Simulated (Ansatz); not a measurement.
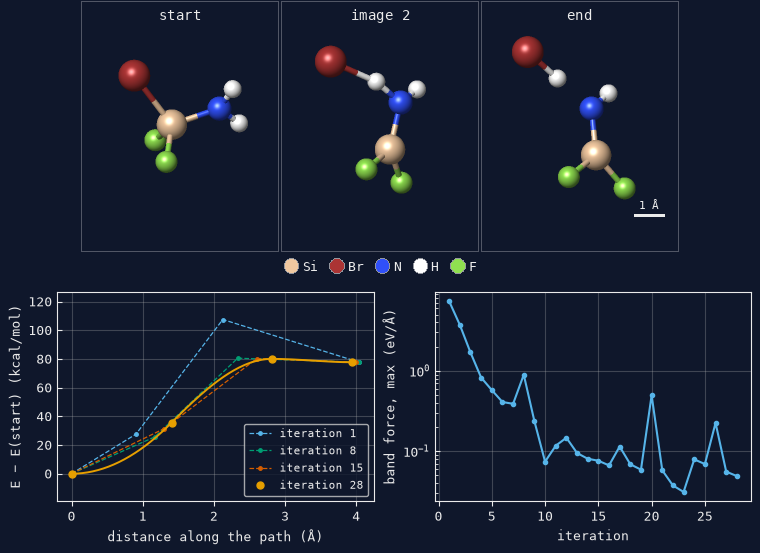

A nudged-elastic-band calculation for SiNH2BrF2. Images are numbered from 0 (start) to 3 (end). The plot follows the band through its iterations. The picture is a ball-and-stick view, seen at a tilt.

Computed with Ansatz 0.2.0, UKS B3LYP-D4/def2-mTZVP. Run with 2 movable images; climbing image; force threshold 0.05 eV/Å; iteration limit 60; starting path through a guess of the saddle point.

Question: How did the profile develop, and is the result final?

Answer: The run is converged, with reservations. The band converged in 28 iterations. The largest component of the band force went from 7.3 to 0.049 eV/Å. The climbing image converged on the top of the path. Its curvatures weren't checked. So few images resolve the path coarsely. The first iteration put the highest image at 107.5 kcal/mol. Forward barrier 80.1 kcal/mol, backward barrier 2.3 kcal/mol, with image 2 at the top; the reaction energy is +77.7 kcal/mol.

The run took 4.6 min on 4 threads of Arm Neoverse N1 (shared host), peak memory 0.45 GiB.
